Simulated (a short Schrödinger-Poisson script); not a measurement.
Stack: gated Al0.2Ga0.8As/GaAs δ-doped gas, at 300 K.

| layer | material | thickness (nm) | Na (cm⁻³) |
|---|---|---|---|
| 1 | Al0.2Ga0.8As | 30 | - |
| 2 | Al0.2Ga0.8As | 5 | - |
| 3 | GaAs | 6000 | 2e15 |

The device is made up for the run: typed textbook-type constants, with dimensions and the other settings drawn at random. Al0.2Ga0.8As: permittivity 12.33, conduction-band edge (eV) 0.158, gap (eV) 1.673, electron mass (mₑ) 0.0836, Nv at 300 K (cm⁻³) 9e18. GaAs: permittivity 12.9, conduction-band edge (eV) 0, gap (eV) 1.424, Nv at 300 K (cm⁻³) 9e18.

Channel valleys (confinement mass, in-plane density-of-states mass, number): Γ 0.067, 0.067, 1. At the gate the conduction-band edge of layer 1 lies 1.11 eV − eVg above the Fermi level of the channel; the field vanishes at the back. Sheet of ionised δ-doping: +2.2e12 e/cm² at 30 nm from the gate. The barrier under the gate holds no holes. Gaps are held at their typed values at every temperature. Mesh 0.08 nm at interfaces.

From a short Schrödinger-Poisson script (our own, NumPy): 1D Poisson equation in equilibrium, electrons quantum, Hartree plus LDA exchange-correlation (BenDaniel-Duke, 40 states a valley, the channel's in-plane mass for all, wave functions free to enter the barrier), parabolic valleys, classical holes, full ionisation, no traps, pinning or gate leakage.

Only gate voltages with over 1e8 electrons/cm² are shown.

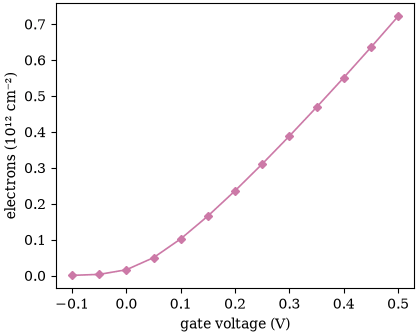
Figure. Sheet density against gate voltage

```
Vg (V)  electrons (cm⁻²)  in the channel layer  C (μF/cm²)  Γ E0 (meV)  Γ E1 (meV)
------  ----------------  --------------------  ----------  ----------  ----------
0.5              7.22e11               6.52e11       0.280        -0.5        44.8
0.45             6.35e11               5.83e11       0.274         3.9        47.8
0.4              5.51e11               5.13e11       0.267         8.9        51.2
0.35             4.69e11               4.41e11       0.261        14.4        55.1
0.3              3.89e11               3.69e11       0.254        20.6        59.5
0.25             3.11e11               2.98e11       0.246        27.9        64.8
0.2              2.36e11               2.28e11       0.234        36.4        71.4
0.15             1.66e11               1.61e11       0.218        47.1        79.9
0.1              1.02e11               9.97e10       0.192        61.0        91.8
0.05             4.99e10               4.88e10       0.148        81.0       109.7
0                1.62e10               1.59e10      0.0808       111.1       138.3
-0.05             3.36e9                3.29e9      0.0305       152.5       178.8
-0.1              5.62e8                5.51e8      0.0161       199.2       224.8
```

Subbands count from the Fermi level.
